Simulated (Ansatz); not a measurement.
The calculation's input:

```
crystal:
  periodic: [false, false, false]
  atoms:
    - {symbol: C, position_ang: [-0.660030, 0.775696, -0.483416]}
    - {symbol: C, position_ang: [0.231507, 0.827970, 0.520582]}
    - {symbol: Si, position_ang: [0.438377, -0.950254, 0.144236]}
    - {symbol: O, position_ang: [-0.745066, -0.496278, -1.010292]}
    - {symbol: H, position_ang: [-1.300842, 1.528724, -0.935940]}
    - {symbol: H, position_ang: [0.517395, 1.671814, 1.124048]}
    - {symbol: H, position_ang: [1.681928, -1.437625, -0.499978]}
    - {symbol: H, position_ang: [-0.071069, -1.977148, 1.084958]}
basis:
  gaussian: {orbitals: def2-TZVPP}
hamiltonian: {xc: pbe0, dispersion: d4}
output: {orbitals: {seedname: orbitals}}
```

Run with:

```sh
ansatz run in.yaml --threads 2 --pin off --events-out ev --progress --plain --max-ram 4352MiB
```

Geometry: PBE0-D4/def2-TZVP.

Theory: RKS PBE0-D4/def2-TZVPP (Ansatz 0.2.0).

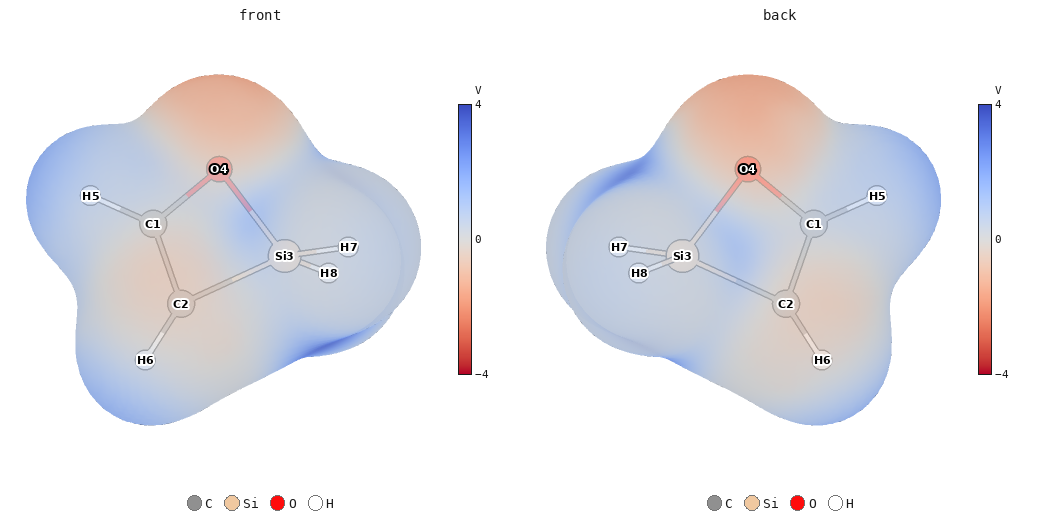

C$_{2}$H$_{4}$OSi (SMILES C1=C[SiH2]O1). The molecular electrostatic potential painted on the density surface at 0.004 e/bohr³, seen from the front and from behind; the colour scale runs from red (negative) to blue (positive).

Question: Which sites attract a positive test charge, and which a negative one?

Answer: A positive charge is drawn to the negative regions and a negative charge to the positive ones. The most negative region (about −1.5 V) lies over O4, the most positive (about +3.0 V) over Si3. O4 is the likeliest acceptor of a hydrogen bond.
